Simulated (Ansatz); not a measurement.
Run report: C₃H₈Si₂, phonon calculation

The run: phonon calculation of C₃H₈Si₂. Method and program: RKS PBE0-D4/6-31G* (Ansatz 0.2.0).

It belongs to a series of runs on one base structure; here: vibrations at the highest image of the band. Figures and captions count atoms from 1; the log counts them from 0 in places.

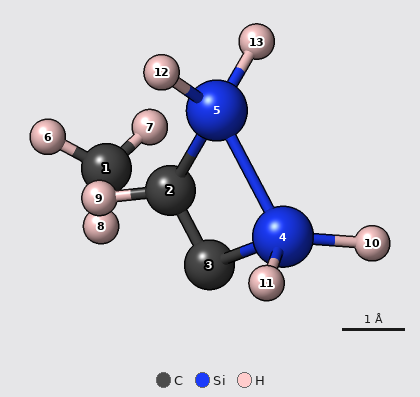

The structure as given in the input (ball-and-stick view, seen at a tilt; atoms are numbered from 1 in the order of the input). Bond lengths as drawn: C–C 1.37 Å, C–H 1.09 to 1.18 Å, C–Si 1.89 to 1.92 Å, H–Si 1.49 to 1.50 Å and Si–Si 2.34 Å.

Input file:
```yaml
crystal:
  periodic: [false, false, false]
  atoms:
    - { symbol: C, position_ang: [-1.960416, 0.259369, 0.638626] }
    - { symbol: C, position_ang: [-0.241673, -0.196429, 0.231421] }
    - { symbol: C, position_ang: [-0.101252, -1.466565, -0.272757] }
    - { symbol: Si, position_ang: [1.673923, -1.12252, -0.908417] }
    - { symbol: Si, position_ang: [1.14078, 1.03204, -0.168539] }
    - { symbol: H, position_ang: [-2.167226, 0.863744, 1.530195] }
    - { symbol: H, position_ang: [-2.120339, 0.865869, -0.250263] }
    - { symbol: H, position_ang: [-2.52799, -0.670666, 0.604942] }
    - { symbol: H, position_ang: [-0.812757, -0.210707, 1.26001] }
    - { symbol: H, position_ang: [1.909106, -1.36685, -2.362523] }
    - { symbol: H, position_ang: [2.719547, -1.851873, -0.133343] }
    - { symbol: H, position_ang: [1.782387, 1.737743, 0.986294] }
    - { symbol: H, position_ang: [0.726409, 2.092245, -1.140746] }
basis:
  gaussian: { orbitals: "6-31G*" }
hamiltonian:
  xc: pbe0
  dispersion: d4
phonons: {}
```

Launched with:
```bash
ansatz run input.yaml --threads 2 --pin off --max-ram 3072MiB --backend cpu --events-out ev --progress --plain --runs-dir out
```

What the program printed:
```
Engine: ansatz 0.2.0, x86_64-unknown-linux-gnu
Functional definition: PBE0
  parameter a = 0.25
  parameter kappa = 0.804
  parameter beta = 0.06672455060314922
  exchange = (1 - a)*pbe_x(kappa = kappa, mu = beta*pi^2/3) + a*exact_x
  correlation = pbe_c(beta = beta)
1115 factors; integrals over basis functions are off by at most 6.9e-4 eV
mean field evaluation 1: about -18974.4134 eV, gradient 4.1e1 eV
mean field evaluation 2: about -18970.3516 eV, gradient 5.3e1 eV
mean field evaluation 4: about -18978.8307 eV, gradient 4.3e0 eV
mean field evaluation 8: about -18978.8996 eV, gradient 3.9e-1 eV
mean field evaluation 16: about -18978.9000 eV, gradient 8.8e-5 eV
mean field -18978.89997144 eV, -697.4617095899 hartree, gradient 8.8e-5 eV, S^2 0.000000; 0 other end points of the search recorded, 0 dependent functions left out
the calculation of the forces begins
reference -18978.89999982 eV, -697.4617106329 hartree; 27, 27 occupied and 72, 72 virtual orbitals, 1115 factors
these checks for a lower state are left out or cut short: stability, starts, cluster_reference, orbital_swaps, neighbouring_geometries, increment
1115 factors; integrals over basis functions are off by at most 6.9e-4 eV
mean field -18978.89985770 eV, -697.4617054100 hartree, gradient 2.7e-6 eV, S^2 0.000000; 0 other end points of the search recorded, 0 dependent functions left out
[... from here on the field's lines of each further geometry are left out, up to the last ...]
the calculation of the forces begins
reference -18978.89996815 eV, -697.4617094691 hartree; 27, 27 occupied and 72, 72 virtual orbitals, 1115 factors
these checks for a lower state are left out or cut short: stability, starts, cluster_reference, orbital_swaps, neighbouring_geometries, increment
1115 factors; integrals over basis functions are off by at most 6.9e-4 eV
mean field evaluation 480: about -18978.8781 eV, gradient 1.1e-1 eV
mean field -18978.89995004 eV, -697.4617088034 hartree, gradient 2.8e-6 eV, S^2 0.000000; 0 other end points of the search recorded, 0 dependent functions left out
the calculation of the forces begins
reference -18978.89997842 eV, -697.4617098464 hartree; 27, 27 occupied and 72, 72 virtual orbitals, 1115 factors
WARN: phonons: modes at or below zero, which the zero-point energy, F, S and C_V leave out: 1, the lowest at -1155.03 cm⁻¹. A minimum has none, and a first-order saddle one
Total energy: -18979.17092435 eV, -697.4716669256 hartree
Atom 0 at    -1.960416     0.259369     0.638626 Å, force     0.004444    -0.003262     0.006834 eV/Å
Atom 1 at    -0.241673    -0.196429     0.231421 Å, force     0.017047    -0.013147    -0.022364 eV/Å
Atom 2 at    -0.101252    -1.466565    -0.272757 Å, force     0.001655     0.014620     0.013080 eV/Å
Atom 3 at     1.673923    -1.122520    -0.908417 Å, force    -0.005499    -0.000383    -0.001671 eV/Å
Atom 4 at     1.140780     1.032040    -0.168539 Å, force     0.001457    -0.000409     0.002906 eV/Å
Atom 5 at    -2.167226     0.863744     1.530195 Å, force    -0.001435    -0.000056     0.000214 eV/Å
Atom 6 at    -2.120339     0.865869    -0.250263 Å, force    -0.000338     0.001506     0.002031 eV/Å
Atom 7 at    -2.527990    -0.670666     0.604942 Å, force    -0.000111     0.000949    -0.000643 eV/Å
Atom 8 at    -0.812757    -0.210707     1.260010 Å, force    -0.016473    -0.001009     0.000092 eV/Å
Atom 9 at     1.909106    -1.366850    -2.362523 Å, force    -0.000151    -0.000644    -0.000310 eV/Å
Atom 10 at     2.719547    -1.851873    -0.133343 Å, force    -0.000456     0.001157     0.000265 eV/Å
Atom 11 at     1.782387     1.737743     0.986294 Å, force    -0.000298     0.001125     0.000290 eV/Å
Atom 12 at     0.726409     2.092245    -1.140746 Å, force     0.000157    -0.000448    -0.000724 eV/Å
Dipole moment:    -0.327588     0.502619     0.306668 e Å
Vibrations: -1155.03 101.59 136.95 214.23 237.37 346.08 368.44 427.40 516.60 540.83 597.42 647.76 658.39 685.46 711.06 799.56 901.87 926.08 965.78 1042.02 1084.31 1294.42 1435.87 1466.93 1501.91 2198.87 2213.43 2231.79 2245.65 2540.37 3079.90 3204.35 3253.82 cm⁻¹, zero-point energy 2.391439 eV
```

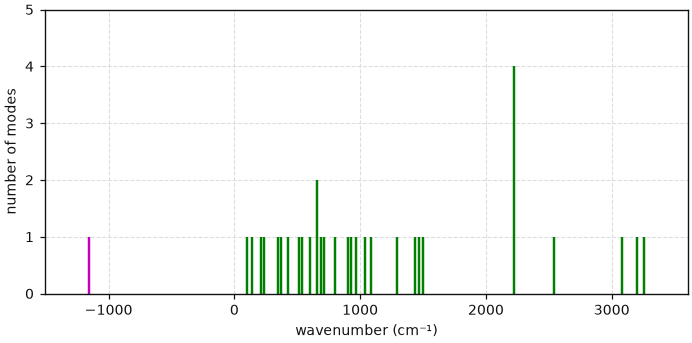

Harmonic vibrational wavenumbers from the force constants; neighbouring modes closer than 20 cm⁻¹ are counted in one stick, and imaginary ones are drawn at negative wavenumbers. 33 modes from 1155i to 3254 cm⁻¹, 1 imaginary beyond 8i (1155i cm⁻¹): a first-order saddle point, if the geometry is stationary.

Results in brief:

- outcome: converged
- total energy: −18979.1709 eV
- mean-field energy: −18978.9000 eV
- largest force (length of the vector): 0.031 eV/Å
- hardware: 2 threads of Intel Xeon (Granite Rapids), 16 GiB of memory available, shared host
- wall time: 1.9 min (CPU time 3.6 min)
- peak memory: 0.24 GiB
